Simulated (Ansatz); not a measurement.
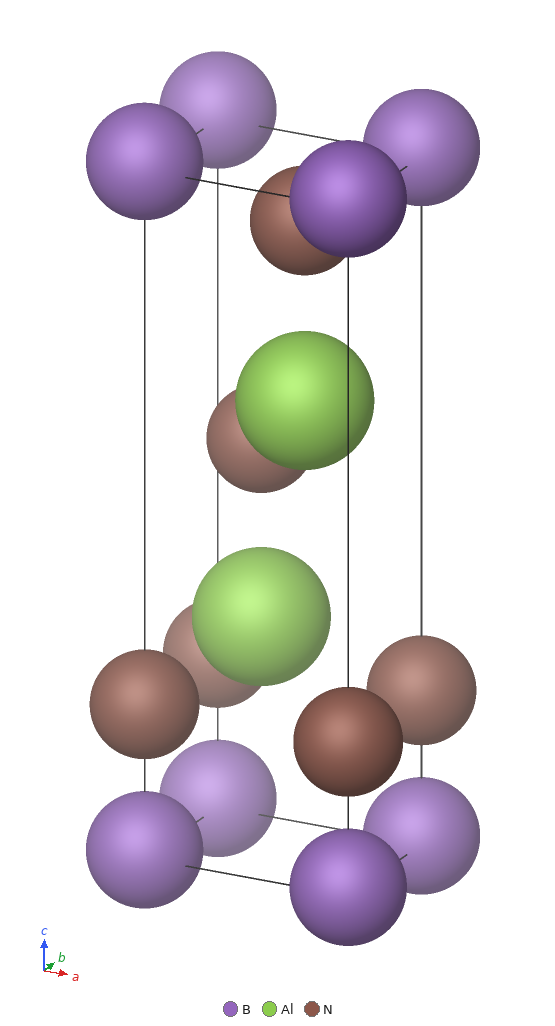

View slightly off an axis, drawn as a spheres-only model. Atoms at the boundary of the conventional unit cell (the box) are drawn once for each face, edge or corner they touch.

Al₂BN₃, space group P3m1 (No. 156), a = 2.941 Å, b = 2.941 Å, c = 7.180 Å, α = 90.00°, β = 90.00°, γ = 120.00°. The initial geometry was a structure type filled with these elements by a generator (whether the compound takes this form wasn't checked). Earlier steps of the study, as a rule a relaxation of our own, may have changed the cell and positions, so they can lie some per cent off the listed ones. It went into a calculation with Ansatz.

This one geometry was computed with Ansatz (DFT, plane waves, PAW) at four levels of theory: r2SCAN, HSE06, PBE0 and PBE. It was relaxed beforehand with r2SCAN.

Which level gives the highest pressure at this volume, and what does that say about its equilibrium volume?

Answer. Highest: PBE (4.6 GPa), which points to the largest equilibrium volume. Lowest, with the smallest volume: HSE06 (-1.6 GPa) and PBE0 (-1.7 GPa). Levels within 0.5 GPa of each other can't be told apart.

How does the band gap change with the level of theory?

Answer. PBE: a gap of 3.13 eV, indirect; r2SCAN: a gap of 3.67 eV, indirect; HSE06: a gap of 4.30 eV, indirect; PBE0: a gap of 5.03 eV, indirect.

Collect the results in a table.

Answer.
| level | cutoff (eV) | k-mesh of the run's cell | gap (eV) | pressure (GPa) |
| --- | --- | --- | --- | --- |
| r2SCAN | 500 | 12×12×4 | 3.67 | 0.0 |
| HSE06 | 420 | 6×6×2 | 4.30 | -1.6 |
| PBE0 | 420 | 6×6×2 | 5.03 | -1.7 |
| PBE | 420 | 12×12×4 | 3.13 | 4.6 |

Gaps are taken on the k-mesh or band path of each run.
